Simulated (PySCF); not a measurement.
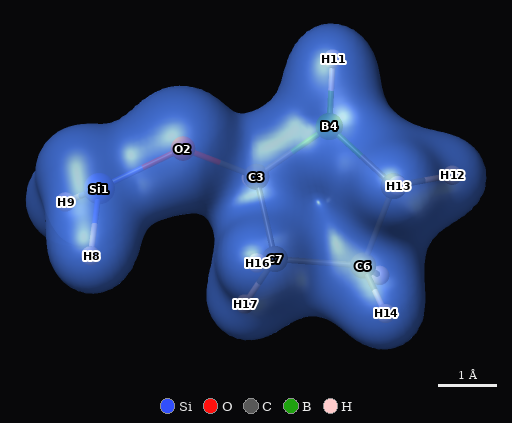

Figure. C$_{4}$H$_{10}$BOSi (SMILES [SiH2]O[C@H]1BCCC1) (doublet). Isosurface of the electron density at 0.2 e/Å³ (blue), seen across its widest extent.

Geometry: GFN2-xTB.

All numbers below come from PySCF 2.14.0, density-fitted response routines, UKS B3LYP, pcH-1 on B C H O Si, non-relativistic, mean-field spin-orbit, GIAO.

```xyz
17

Si    2.9671    0.9972   -0.1565
O     1.4883    1.2318    0.4074
C     0.4190    0.2942    0.6371
B    -0.9903    0.9512    0.9465
C    -2.0440    0.1413    0.1008
C    -1.2789   -1.0941   -0.4037
C     0.1637   -0.6207   -0.5709
H     3.0610    0.5973   -1.5540
H     3.8390    0.1966    0.6941
H     0.7385   -0.3262    1.4883
H    -1.1818    1.8645    1.6434
H    -2.9701   -0.1336    0.6063
H    -2.3435    0.7507   -0.7580
H    -1.6860   -1.4978   -1.3312
H    -1.3171   -1.8799    0.3537
H     0.2515   -0.0159   -1.4762
H     0.8765   -1.4445   -0.6372
```

How is the density connected at this value?

Answer. At this value the surface is in one piece. It bridges the sampled C–O (1.44 Å), C–C (1.53 Å), C–B (1.58 Å) and Si–O (1.60 Å) contacts, where the density stays above the isovalue. On the grid the lowest density along these lines, outside the cores, is 1.6 e/Å³ (C–O, 1.44 Å), 1.6 e/Å³ (C–C, 1.53 Å), 1.3 e/Å³ (C–B, 1.58 Å) and 1 e/Å³ (Si–O, 1.60 Å).
